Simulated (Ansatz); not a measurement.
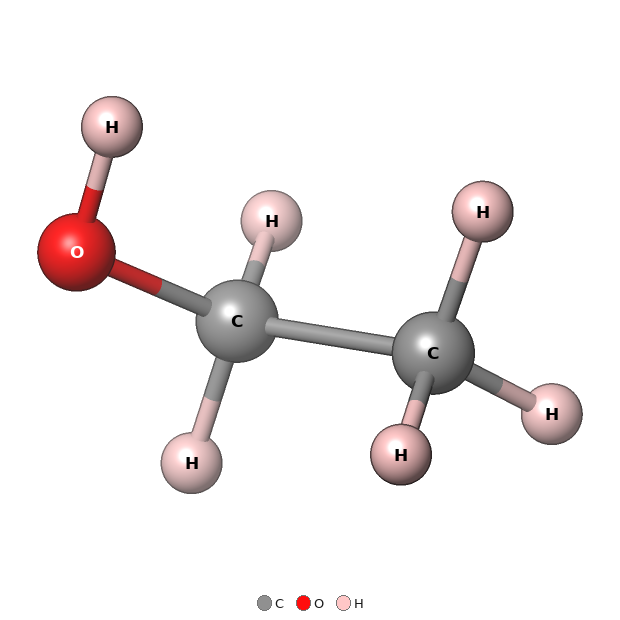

The picture comes from a calculation with Ansatz.

Orthographic view. Depth is shown by fading: the farther an atom, the more it takes the colour of the background. Geometry: relaxed with PBE0-D4/def2-TZVP with one coordinate held away from its value at the minimum.

Write the InChI string.

InChI=1S/C2H6O/c1-2-3/h3H,2H2,1H3
